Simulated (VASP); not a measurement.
Band structure of BaF2 (fluorite). All values below come from LDA (Ceperley-Alder, Perdew-Zunger) with spin-orbit coupling, VASP's LDA PAW potentials (set 64) (plane waves; VASP 6.6.1).

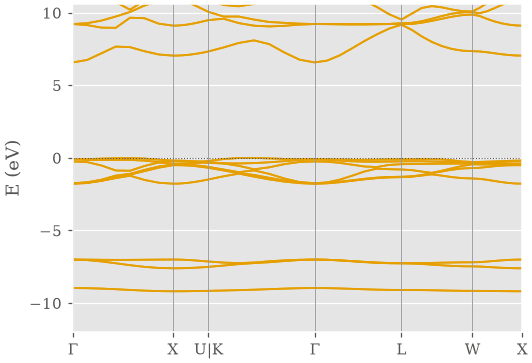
*Bands along high-symmetry lines, zero at the valence-band maximum or, without a gap, the Fermi level*

Q: Read the plot: is there a gap, and where are the band edges?

A: The gap is indirect, 6.58 eV, from the valence maximum at K-Γ at 0.43 to the conduction minimum at Γ.

Measured: gap 10.50 eV (computed value off by -3.92 eV), as given by Andrés Aguado et al., Journal of the Physical Society of Japan (1999), arXiv:cond-mat/9901145.

The compound is BaF2 in the fluorite structure. It was relaxed first, which changed the volume by -5 %.
